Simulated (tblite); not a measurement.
# C5H8AlF3O: geometry relaxation (part 4 of 4)

The same run, continued: C5H8AlF3O; GFN2-xTB geometry optimisation, gas phase (tblite 0.8.0). It belongs to a series of runs on one base structure; here: H on C replaced by CF=CF2.

Geometry of the input (Å):
```
C  3.2247  -0.4508  -0.1350
O  2.1658  -0.5000  0.7554
Al 0.5558  -0.8504  -0.0389
C  -0.7264  0.6614  -0.2221
C  -0.6461  1.1449  -1.6414
C  -2.0926  0.3896  0.2306
F  -3.0041  1.4135  0.1269
C  -2.5299  -0.7502  0.7413
F  -3.8536  -0.8317  1.1106
F  -1.7438  -1.8557  0.9027
H  3.6659  0.5792  -0.1360
H  4.0413  -1.1354  0.1730
H  2.9129  -0.6898  -1.1648
H  0.1174  -2.3429  -0.3997
H  -0.3402  1.4954  0.4430
H  0.3083  1.6985  -1.7631
H  -0.5609  0.2617  -2.3303
H  -1.5031  1.7689  -1.9285
```

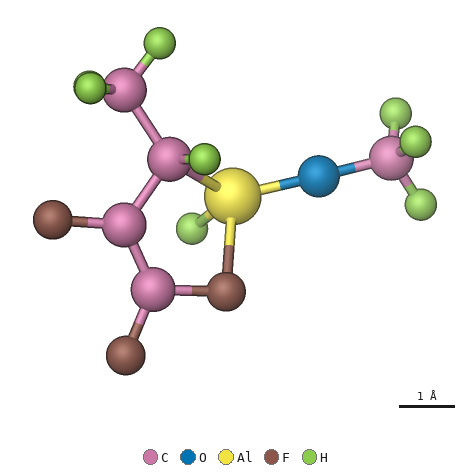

Fig. 1: The geometry at step 121 of the log (ball-and-stick view, seen at a tilt).

Trajectory as extended XYZ, continued:
```
18
Properties=species:S:1:pos:R:3:forces:R:3 step=102 energy=-929.25626
C     3.3178   -0.7825    0.2220    0.0240   0.0240  -0.0030
O     1.9410   -0.8761    0.0050    0.0160   0.0660   0.0300
Al    0.3397   -0.9252   -0.3186   -0.0590   0.0130  -0.0190
C    -0.7801    0.8096   -0.5792    0.0200  -0.0620  -0.0070
C    -1.0654    1.5499   -1.8882   -0.0190  -0.0350   0.0070
C    -2.0124    0.2433    0.0061    0.0000  -0.1040   0.0200
F    -3.2035    0.4837   -0.5575   -0.0640   0.0610   0.0030
C    -1.9452   -0.6113    1.0252    0.0180  -0.0070  -0.0210
F    -2.8875   -1.2297    1.7178    0.0370   0.0000   0.0190
F    -0.6937   -0.9011    1.5233   -0.0220   0.0410  -0.0150
H     3.5590    0.1978    0.6374    0.0370  -0.0180   0.0190
H     3.6426   -1.5577    0.9193   -0.0150   0.0010  -0.0170
H     3.8486   -0.9044   -0.7248    0.0120  -0.0310   0.0090
H    -0.3113   -2.2306   -0.7505   -0.0240  -0.0140  -0.0210
H    -0.3627    1.5395    0.1377   -0.0480   0.0170   0.0090
H    -0.1433    1.9768   -2.2659    0.0660   0.0580  -0.0620
H    -1.4612    0.8738   -2.6417    0.0040  -0.0380   0.0100
H    -1.7910    2.3506   -1.7437    0.0150   0.0290   0.0370
18
Properties=species:S:1:pos:R:3:forces:R:3 step=105 energy=-929.26053
C     3.3257   -0.7924    0.2293    0.0410   0.0070  -0.0120
O     1.9496   -0.8570    0.0027   -0.0830   0.0490   0.0330
Al    0.3448   -0.9108   -0.3178    0.0120   0.0070  -0.0390
C    -0.7902    0.8103   -0.5842   -0.0060   0.0130   0.0330
C    -1.0741    1.5498   -1.8937   -0.0110  -0.0620   0.0080
C    -2.0243    0.2424    0.0025    0.0070  -0.0540  -0.0070
F    -3.2225    0.4967   -0.5417   -0.0040   0.0320   0.0070
C    -1.9428   -0.6116    1.0194    0.0500  -0.0100   0.0120
F    -2.8627   -1.2298    1.7377   -0.0560  -0.0230   0.0180
F    -0.6838   -0.8947    1.5020    0.0260   0.0320   0.0030
H     3.5892    0.1803    0.6489    0.0200  -0.0220   0.0170
H     3.6318   -1.5793    0.9193   -0.0220  -0.0170   0.0670
H     3.8616   -0.9304   -0.7104    0.0240   0.0110  -0.0750
H    -0.3019   -2.2169   -0.7608   -0.0100  -0.0070  -0.0170
H    -0.3907    1.5527    0.1319   -0.0290  -0.0160   0.0100
H    -0.1578    2.0049   -2.2540    0.0460   0.0450  -0.0560
H    -1.4371    0.8639   -2.6543   -0.0110  -0.0180  -0.0160
H    -1.8236    2.3284   -1.7533    0.0070   0.0340   0.0120
18
Properties=species:S:1:pos:R:3:forces:R:3 step=108 energy=-929.26314
C     3.3280   -0.7953    0.2347   -0.0120  -0.0090   0.0060
O     1.9466   -0.8424    0.0180    0.0210   0.0230  -0.0080
Al    0.3469   -0.9065   -0.3266    0.0240  -0.0110  -0.0040
C    -0.7965    0.8042   -0.5919   -0.0040   0.0110  -0.0110
C    -1.0772    1.5516   -1.8985    0.0090   0.0030   0.0050
C    -2.0281    0.2294   -0.0040   -0.0010   0.0270  -0.0130
F    -3.2294    0.4885   -0.5408    0.0360  -0.0110   0.0220
C    -1.9374   -0.6127    1.0224   -0.0150   0.0060  -0.0010
F    -2.8540   -1.2230    1.7545    0.0060  -0.0120  -0.0120
F    -0.6738   -0.8838    1.4973    0.0030  -0.0030   0.0140
H     3.6041    0.1725    0.6577    0.0180  -0.0080  -0.0070
H     3.6274   -1.5849    0.9267   -0.0320  -0.0050   0.0140
H     3.8588   -0.9382   -0.7094   -0.0220   0.0150  -0.0030
H    -0.2975   -2.2139   -0.7721   -0.0010  -0.0060  -0.0100
H    -0.4010    1.5416    0.1310   -0.0150   0.0030   0.0040
H    -0.1592    2.0079   -2.2618   -0.0120  -0.0200  -0.0060
H    -1.4474    0.8740   -2.6638   -0.0050  -0.0080   0.0110
H    -1.8190    2.3372   -1.7497    0.0010   0.0040  -0.0020
18
Properties=species:S:1:pos:R:3:forces:R:3 step=111 energy=-929.26365
C     3.3281   -0.7985    0.2382    0.0050   0.0050  -0.0010
O     1.9478   -0.8361    0.0175    0.0080   0.0130  -0.0060
Al    0.3498   -0.9058   -0.3325   -0.0130   0.0120   0.0050
C    -0.7972    0.8062   -0.5941    0.0110  -0.0070   0.0090
C    -1.0804    1.5535   -1.8992   -0.0090  -0.0040  -0.0070
C    -2.0263    0.2281   -0.0053    0.0120  -0.0060   0.0160
F    -3.2278    0.4799   -0.5418   -0.0140   0.0110  -0.0070
C    -1.9343   -0.6112    1.0234    0.0140   0.0050   0.0040
F    -2.8487   -1.2201    1.7593   -0.0050  -0.0140  -0.0180
F    -0.6702   -0.8799    1.4986    0.0070  -0.0030   0.0010
H     3.6113    0.1671    0.6616    0.0070  -0.0020   0.0040
H     3.6193   -1.5901    0.9315   -0.0220  -0.0030  -0.0030
H     3.8591   -0.9412   -0.7060   -0.0110  -0.0060   0.0070
H    -0.2945   -2.2144   -0.7803    0.0080   0.0140  -0.0010
H    -0.4074    1.5452    0.1295    0.0090   0.0040   0.0120
H    -0.1647    2.0116   -2.2637    0.0100  -0.0120  -0.0120
H    -1.4493    0.8739   -2.6633   -0.0130  -0.0030   0.0000
H    -1.8232    2.3381   -1.7499   -0.0040  -0.0020  -0.0020
18
Properties=species:S:1:pos:R:3:forces:R:3 step=114 energy=-929.26415
C     3.3283   -0.8005    0.2395   -0.0080   0.0080  -0.0050
O     1.9493   -0.8300    0.0123   -0.0250   0.0160   0.0150
Al    0.3508   -0.9020   -0.3325   -0.0120   0.0140  -0.0090
C    -0.7960    0.8088   -0.5935    0.0020   0.0200   0.0110
C    -1.0828    1.5530   -1.9005    0.0090  -0.0120   0.0040
C    -2.0238    0.2293   -0.0039    0.0010   0.0020  -0.0050
F    -3.2264    0.4816   -0.5383   -0.0090   0.0050  -0.0040
C    -1.9299   -0.6094    1.0243    0.0000  -0.0230   0.0170
F    -2.8441   -1.2268    1.7533   -0.0040  -0.0090  -0.0050
F    -0.6661   -0.8784    1.4994    0.0060  -0.0020  -0.0040
H     3.6170    0.1625    0.6646    0.0000   0.0070   0.0080
H     3.6083   -1.5942    0.9348    0.0040  -0.0060  -0.0190
H     3.8578   -0.9438   -0.7046    0.0250  -0.0250   0.0090
H    -0.2948   -2.2097   -0.7814    0.0090   0.0130   0.0020
H    -0.4097    1.5494    0.1308    0.0160   0.0050  -0.0080
H    -0.1675    2.0123   -2.2666   -0.0160  -0.0130  -0.0050
H    -1.4499    0.8696   -2.6623   -0.0090   0.0040   0.0050
H    -1.8293    2.3346   -1.7518    0.0120  -0.0030  -0.0080
18
Properties=species:S:1:pos:R:3:forces:R:3 step=117 energy=-929.26475
C     3.3297   -0.8001    0.2392   -0.0130  -0.0050   0.0030
O     1.9504   -0.8150    0.0102   -0.0110   0.0080   0.0100
Al    0.3515   -0.8946   -0.3318    0.0080   0.0120  -0.0120
C    -0.7965    0.8130   -0.5884   -0.0150   0.0120  -0.0070
C    -1.0835    1.5490   -1.9005   -0.0010  -0.0020   0.0020
C    -2.0241    0.2313    0.0008   -0.0100   0.0160  -0.0110
F    -3.2269    0.4906   -0.5321    0.0150  -0.0170   0.0170
C    -1.9305   -0.6123    1.0256   -0.0100   0.0050  -0.0280
F    -2.8459   -1.2360    1.7475    0.0080  -0.0050   0.0040
F    -0.6662   -0.8835    1.4979   -0.0030  -0.0090   0.0090
H     3.6295    0.1590    0.6664   -0.0100  -0.0060   0.0030
H     3.5971   -1.5996    0.9327    0.0180   0.0030  -0.0060
H     3.8613   -0.9504   -0.7028    0.0090  -0.0140   0.0030
H    -0.2918   -2.2018   -0.7843    0.0070   0.0060  -0.0020
H    -0.4116    1.5561    0.1336    0.0080   0.0150  -0.0130
H    -0.1702    2.0091   -2.2693    0.0010  -0.0120   0.0010
H    -1.4483    0.8623   -2.6605   -0.0040  -0.0170   0.0130
H    -1.8326    2.3291   -1.7604    0.0040   0.0100   0.0120
18
Properties=species:S:1:pos:R:3:forces:R:3 step=121 energy=-929.26522
C     3.3274   -0.8028    0.2421    0.0120  -0.0060   0.0040
O     1.9489   -0.8059    0.0114    0.0090  -0.0110  -0.0020
Al    0.3522   -0.8873   -0.3373    0.0070   0.0070   0.0080
C    -0.7957    0.8193   -0.5881    0.0010   0.0010   0.0060
C    -1.0880    1.5494   -1.9015   -0.0020   0.0000   0.0000
C    -2.0201    0.2325    0.0017   -0.0020   0.0010   0.0130
F    -3.2236    0.4836   -0.5317   -0.0150   0.0030  -0.0010
C    -1.9255   -0.6128    1.0249    0.0040  -0.0150   0.0030
F    -2.8409   -1.2403    1.7441    0.0040   0.0030  -0.0060
F    -0.6627   -0.8834    1.5015   -0.0050   0.0060  -0.0170
H     3.6335    0.1532    0.6713   -0.0030   0.0000   0.0000
H     3.5893   -1.6050    0.9342    0.0060  -0.0040   0.0140
H     3.8622   -0.9587   -0.6975   -0.0080   0.0040  -0.0050
H    -0.2887   -2.1950   -0.7909    0.0010   0.0060  -0.0050
H    -0.4100    1.5654    0.1303   -0.0050   0.0070  -0.0060
H    -0.1761    2.0084   -2.2748    0.0000  -0.0060  -0.0070
H    -1.4536    0.8564   -2.6554   -0.0100   0.0020   0.0040
H    -1.8373    2.3293   -1.7605    0.0050   0.0030  -0.0030
18
Properties=species:S:1:pos:R:3:forces:R:3 step=124 energy=-929.26551
C     3.3280   -0.8061    0.2454   -0.0030   0.0010  -0.0020
O     1.9496   -0.8020    0.0132    0.0060  -0.0220   0.0090
Al    0.3536   -0.8808   -0.3379    0.0010  -0.0130   0.0030
C    -0.7978    0.8223   -0.5883    0.0010   0.0120   0.0030
C    -1.0914    1.5497   -1.9030    0.0130  -0.0130   0.0060
C    -2.0211    0.2348    0.0036   -0.0040  -0.0010  -0.0130
F    -3.2264    0.4824   -0.5288    0.0070   0.0050   0.0060
C    -1.9219   -0.6147    1.0226   -0.0090  -0.0070   0.0070
F    -2.8335   -1.2467    1.7423   -0.0010   0.0010   0.0000
F    -0.6578   -0.8796    1.4974    0.0050  -0.0040  -0.0030
H     3.6362    0.1489    0.6752    0.0120   0.0010  -0.0040
H     3.5863   -1.6091    0.9385    0.0000   0.0020  -0.0020
H     3.8594   -0.9641   -0.6957    0.0120   0.0050   0.0100
H    -0.2849   -2.1893   -0.7944    0.0010   0.0100  -0.0040
H    -0.4106    1.5700    0.1277   -0.0130   0.0080  -0.0030
H    -0.1783    2.0039   -2.2802   -0.0110  -0.0050  -0.0040
H    -1.4608    0.8549   -2.6535   -0.0140   0.0080   0.0040
H    -1.8374    2.3318   -1.7606   -0.0040   0.0140  -0.0130
18
Properties=species:S:1:pos:R:3:forces:R:3 step=127 energy=-929.26589
C     3.3317   -0.8068    0.2469   -0.0020   0.0010   0.0020
O     1.9529   -0.8001    0.0155    0.0050  -0.0150   0.0080
Al    0.3565   -0.8762   -0.3365   -0.0080  -0.0040   0.0010
C    -0.8009    0.8254   -0.5844    0.0000  -0.0090  -0.0080
C    -1.0930    1.5466   -1.9028   -0.0130   0.0130   0.0020
C    -2.0249    0.2378    0.0077    0.0100  -0.0090  -0.0160
F    -3.2301    0.4882   -0.5244    0.0170   0.0010   0.0130
C    -1.9253   -0.6199    1.0205    0.0050   0.0360  -0.0180
F    -2.8358   -1.2534    1.7395   -0.0030  -0.0040   0.0040
F    -0.6601   -0.8826    1.4944    0.0030  -0.0170   0.0040
H     3.6442    0.1474    0.6758   -0.0020  -0.0010  -0.0060
H     3.5881   -1.6099    0.9408    0.0020   0.0040  -0.0100
H     3.8622   -0.9661   -0.6946    0.0090  -0.0020   0.0130
H    -0.2801   -2.1826   -0.8018    0.0030   0.0080  -0.0010
H    -0.4135    1.5774    0.1260   -0.0200   0.0080   0.0190
H    -0.1782    1.9908   -2.2863    0.0110  -0.0050  -0.0080
H    -1.4722    0.8518   -2.6479   -0.0120  -0.0030   0.0030
H    -1.8303    2.3385   -1.7648   -0.0050  -0.0030  -0.0010
18
Properties=species:S:1:pos:R:3:forces:R:3 step=130 energy=-929.26632
C     3.3342   -0.8096    0.2513    0.0070  -0.0030   0.0040
O     1.9556   -0.8026    0.0195   -0.0040   0.0090   0.0020
Al    0.3592   -0.8702   -0.3365    0.0040   0.0110   0.0000
C    -0.8019    0.8298   -0.5848    0.0050   0.0020   0.0030
C    -1.0982    1.5473   -1.9046   -0.0030   0.0060  -0.0040
C    -2.0232    0.2368    0.0069    0.0100  -0.0040   0.0070
F    -3.2300    0.4853   -0.5211   -0.0030   0.0110  -0.0090
C    -1.9227   -0.6211    1.0191    0.0100   0.0070   0.0170
F    -2.8326   -1.2582    1.7366   -0.0030   0.0070  -0.0110
F    -0.6586   -0.8849    1.4955    0.0090  -0.0060  -0.0180
H     3.6512    0.1434    0.6792   -0.0230   0.0100  -0.0010
H     3.5883   -1.6120    0.9460    0.0110  -0.0120   0.0010
H     3.8662   -0.9701   -0.6889    0.0050  -0.0100  -0.0010
H    -0.2776   -2.1710   -0.8129   -0.0010  -0.0100   0.0000
H    -0.4194    1.5862    0.1241   -0.0200  -0.0040   0.0150
H    -0.1809    1.9780   -2.2984   -0.0090  -0.0030  -0.0070
H    -1.4919    0.8515   -2.6415   -0.0030   0.0010   0.0000
H    -1.8265    2.3478   -1.7660    0.0080  -0.0110   0.0030
18
Properties=species:S:1:pos:R:3:forces:R:3 step=133 energy=-929.26666
C     3.3363   -0.8155    0.2568   -0.0030  -0.0010  -0.0030
O     1.9582   -0.8026    0.0217   -0.0010   0.0020  -0.0020
Al    0.3625   -0.8611   -0.3384    0.0080  -0.0020  -0.0050
C    -0.8032    0.8353   -0.5855    0.0050   0.0140   0.0040
C    -1.1045    1.5483   -1.9069    0.0100  -0.0160  -0.0030
C    -2.0214    0.2364    0.0062   -0.0060   0.0040   0.0030
F    -3.2306    0.4829   -0.5177    0.0020   0.0090  -0.0070
C    -1.9161   -0.6188    1.0195   -0.0070  -0.0140   0.0110
F    -2.8241   -1.2615    1.7343    0.0010   0.0040   0.0010
F    -0.6505   -0.8840    1.4900    0.0070  -0.0030  -0.0040
H     3.6532    0.1378    0.6840   -0.0050  -0.0010   0.0050
H     3.5859   -1.6197    0.9514    0.0060   0.0040   0.0050
H     3.8701   -0.9791   -0.6818    0.0020  -0.0030  -0.0020
H    -0.2726   -2.1607   -0.8212   -0.0020  -0.0100  -0.0010
H    -0.4296    1.5954    0.1245   -0.0050  -0.0010   0.0010
H    -0.1877    1.9740   -2.3075   -0.0180   0.0050  -0.0060
H    -1.5038    0.8497   -2.6384    0.0020   0.0010   0.0020
H    -1.8309    2.3495   -1.7675    0.0030   0.0080   0.0010
18
Properties=species:S:1:pos:R:3:forces:R:3 step=136 energy=-929.26676
C     3.3376   -0.8152    0.2563   -0.0010   0.0000   0.0000
O     1.9594   -0.8030    0.0211    0.0010  -0.0030  -0.0030
Al    0.3635   -0.8610   -0.3384   -0.0030  -0.0010  -0.0050
C    -0.8029    0.8371   -0.5825    0.0020  -0.0020  -0.0010
C    -1.1043    1.5463   -1.9058   -0.0020   0.0040  -0.0020
C    -2.0220    0.2383    0.0078    0.0020   0.0000  -0.0010
F    -3.2301    0.4878   -0.5173    0.0030   0.0040   0.0030
C    -1.9178   -0.6199    1.0189   -0.0010   0.0010  -0.0060
F    -2.8269   -1.2628    1.7315    0.0010  -0.0030   0.0090
F    -0.6520   -0.8873    1.4884   -0.0030  -0.0050   0.0010
H     3.6531    0.1389    0.6832   -0.0010  -0.0040   0.0030
H     3.5885   -1.6188    0.9514    0.0000   0.0070   0.0040
H     3.8724   -0.9791   -0.6820   -0.0040   0.0000   0.0000
H    -0.2722   -2.1610   -0.8228    0.0030   0.0030   0.0010
H    -0.4320    1.5992    0.1260    0.0020   0.0010   0.0050
H    -0.1884    1.9698   -2.3097    0.0000   0.0030  -0.0080
H    -1.5063    0.8463   -2.6343    0.0010  -0.0010  -0.0010
H    -1.8283    2.3505   -1.7683    0.0010  -0.0040   0.0020
```

Summary:

| quantity | value |
| --- | --- |
| outcome | converged |
| total energy | −929.2668 eV |
| hardware | 1 CPU thread, shared host |
| wall time | 2.1 s |
| peak memory | 0.18 GiB |
